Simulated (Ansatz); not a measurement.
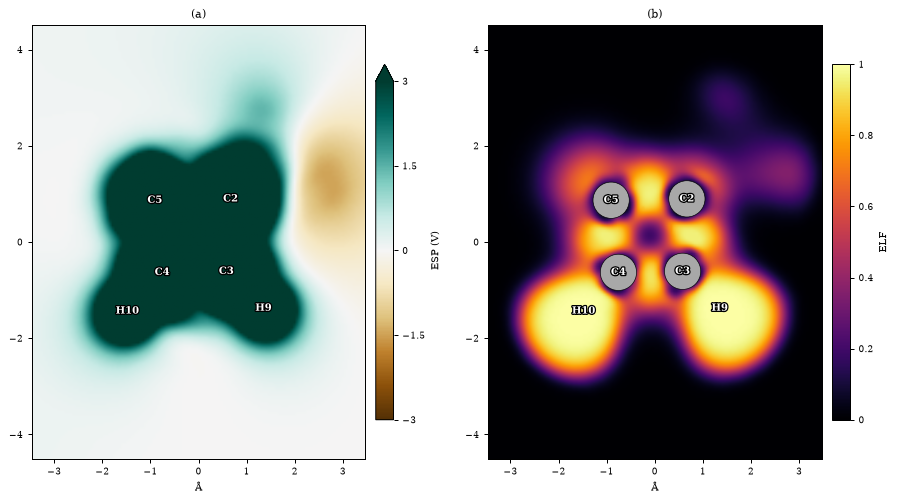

Figure. C₄H₇N. (a) molecular electrostatic potential; (b) ELF on the plane of atoms C4, C3 and H9. Grey discs cover the atomic cores in the ELF map.

Geometry: PBE0-D4/def2-TZVP.

Level of theory: Ansatz 0.2.0, RKS PBE0-D4/def2-TZVPP.

```json
{"atom": "N", "x (Å)": "-1.4902", "y (Å)": "0.8365", "z (Å)": "0.4703"}
{"atom": "C", "x (Å)": "-0.4727", "y (Å)": "-0.1816", "z (Å)": "0.4556"}
{"atom": "C", "x (Å)": "0.9097", "y (Å)": "0.2507", "z (Å)": "0.8783"}
{"atom": "C", "x (Å)": "1.4945", "y (Å)": "-0.1724", "z (Å)": "-0.2432"}
{"atom": "C", "x (Å)": "0.2134", "y (Å)": "-0.6344", "z (Å)": "-0.8881"}
{"atom": "H", "x (Å)": "-2.3608", "y (Å)": "0.4927", "z (Å)": "0.0847"}
{"atom": "H", "x (Å)": "-1.2023", "y (Å)": "1.6385", "z (Å)": "-0.0778"}
{"atom": "H", "x (Å)": "-0.8422", "y (Å)": "-1.0421", "z (Å)": "1.0241"}
{"atom": "H", "x (Å)": "1.2706", "y (Å)": "0.7174", "z (Å)": "1.7880"}
{"atom": "H", "x (Å)": "2.5273", "y (Å)": "-0.2122", "z (Å)": "-0.5704"}
{"atom": "H", "x (Å)": "0.1443", "y (Å)": "-1.6989", "z (Å)": "-1.1357"}
{"atom": "H", "x (Å)": "-0.1148", "y (Å)": "-0.0493", "z (Å)": "-1.7518"}
```

Q: What does the map show?

A: The section cuts through C and H sites.
C–C (1.33 Å): the ELF peaks at about 0.90 between the atoms: a multiple bond.
C–C (1.51 Å): the ELF peaks at about 0.95 between the atoms (a shared electron pair).
C–H (1.08 Å): the ELF climbs to about 1 towards the hydrogen, as it does in any bond to H: an ordinary covalent bond to hydrogen.
Outside the dense part of the molecule the potential is most negative (−1.5 V) near N1, which lies off the plane.
